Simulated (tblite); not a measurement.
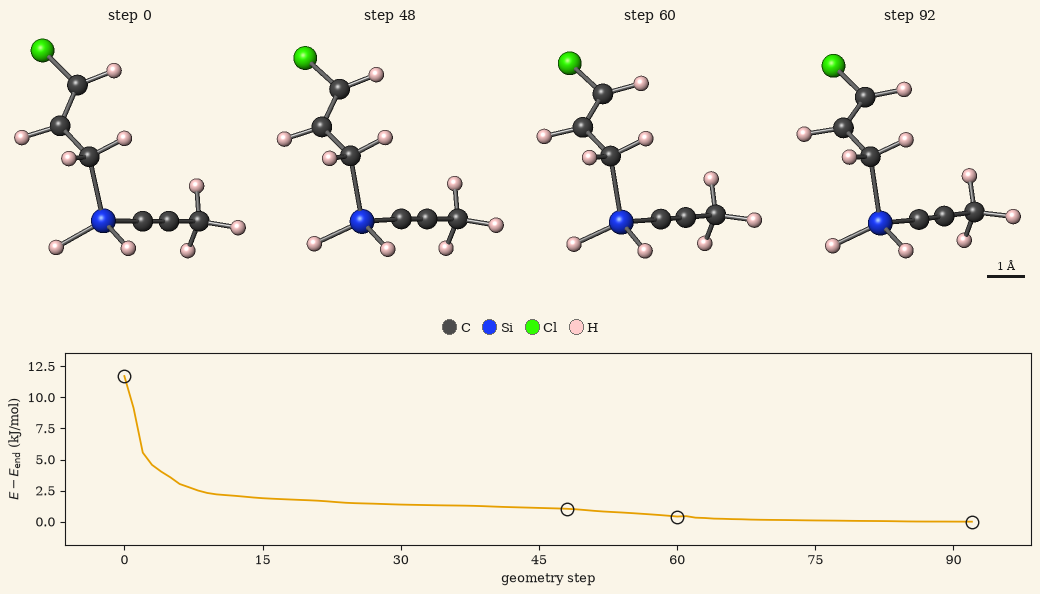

Frames of a relaxation of C₆H₉ClSi, marked on the history of the run. Style: ball-and-stick. Shown from a free direction.

These are results of GFN2-xTB geometry optimisation, gas phase in tblite 0.8.0, not measurements. 

> Describe the path.

Over 92 geometry steps the energy falls by 11.7 kJ/mol. An H atom moves most after the best rigid fit: 0.68 Å. By element the largest moves are H 0.68 Å, Cl 0.64 Å, C 0.45 Å, Si 0.12 Å. Near-neighbour distances that change, for instance: C–Si 1.874 → 1.921 Å, H–Si 1.495 → 1.467 Å, C–H 1.104 → 1.081 Å, C–C 1.503 → 1.482 Å. Bond angles that change, for instance: C–Si–C 112.3° → 106.7°, H–Si–H 106.1° → 111.1°, Si–C–C 115.2° → 110.3°. From step 0 to 48: the Cl atom moves most (0.27 Å), energy −10.7 kJ/mol. From step 48 to 60: an H atom moves most (0.33 Å), energy −0.62 kJ/mol. From step 60 to 92: an H atom moves most (0.20 Å), energy −0.41 kJ/mol.

| step | E − E(0), kJ/mol |
| --- | --- |
| 0 | 0.00 |
| 1 | -2.57 |
| 2 | -6.16 |
| 3 | -7.14 |
| 4 | -7.69 |
| 5 | -8.15 |
| 6 | -8.68 |
| 7 | -8.94 |
| 8 | -9.21 |
| 9 | -9.40 |
| 10 | -9.52 |
| 14 | -9.77 |
| 19 | -9.96 |
| 23 | -10.14 |
| 27 | -10.26 |
| 32 | -10.37 |
| 36 | -10.41 |
| 40 | -10.50 |
| 45 | -10.61 |
| 49 | -10.72 |
| 53 | -10.94 |
| 57 | -11.12 |
| 62 | -11.39 |
| 66 | -11.51 |
| 70 | -11.57 |
| 75 | -11.61 |
| 79 | -11.65 |
| 83 | -11.67 |
| 88 | -11.70 |
| 92 | -11.71 |
